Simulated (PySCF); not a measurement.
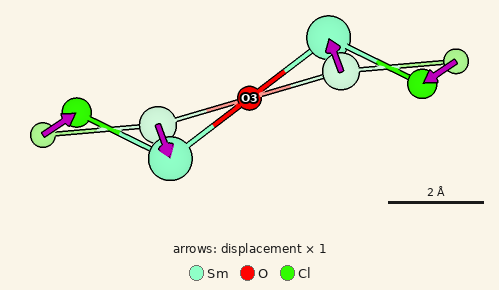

A relaxation of Sm2OCl2. The starting structure is drawn faded, the final one solid; purple arrows show the displacements, at their true length. The two geometries are superimposed by the best rigid fit.

Style: ball-and-stick. Shown at a tilt.

The start is a saddle point found before, displaced along its imaginary mode.

Level of theory: RKS PBE0, Sm lcecp-0-SVP with ECP52, O def2-SVP, Cl def2-SVP; non-relativistic Hamiltonian with scalar-relativistic core potentials; density fitting (PySCF 2.14.0).

Input
```
mol = gto.M(atom='''
Sm    -0.12832    -0.01615     2.19122
Sm     0.12832     0.01615    -2.19122
O      0.00000     0.00000    -0.00000
Cl     0.24804     0.03122     4.92458
Cl    -0.24804    -0.03122    -4.92458''',
    basis={'Sm': 'lcecp-0-SVP', 'O': 'def2-SVP', 'Cl': 'def2-SVP'},
    ecp={'Sm': 'lcecp-0-SVP'},
    charge=0, spin=0)
mf = dft.RKS(mol, xc='PBE0')
mf.grids.atom_grid = (50, 194)  # f atoms: at least (60, 302), unpruned
mf = mf.density_fit()  # Sm AutoAux, O def2-universal-JKFIT, Cl def2-universal-JKFIT
mf.conv_tol = 1e-08; mf.max_cycle = 55
mf.kernel(dm0)
# quasi-Newton relaxation in Cartesian coordinates to a largest gradient under 0.00045 Eh/bohr, steps kept in the point group
```

Command:
```bash
OMP_NUM_THREADS=2 python run.py
```

Q: What did the optimiser do to the structure, and how much energy did it gain?

A: The largest moves after the best rigid fit, 0.88 Å, are those of Cl4 and Cl5. Largest moves by element: Cl 0.88 Å, Sm 0.87 Å. O stays in place. Some distances before and after: Sm1–Cl4 2.760 → 2.676 Å, Sm1–O3 2.195 → 2.147 Å. Bond angles that change, for instance: O3–Sm1–Cl4 168.7° → 118.3°. After 13 geometry steps the energy has fallen by 0.324 eV. Largest force component: 0.22 eV/Å at the start, 0.0013 eV/Å at the end. The run took 4.5 min on 2 threads of Intel(R) Xeon(R) Processor @ 2.50GHz (Skylake/Cascade Lake), with other jobs on the host, peak memory 1.3 GiB.
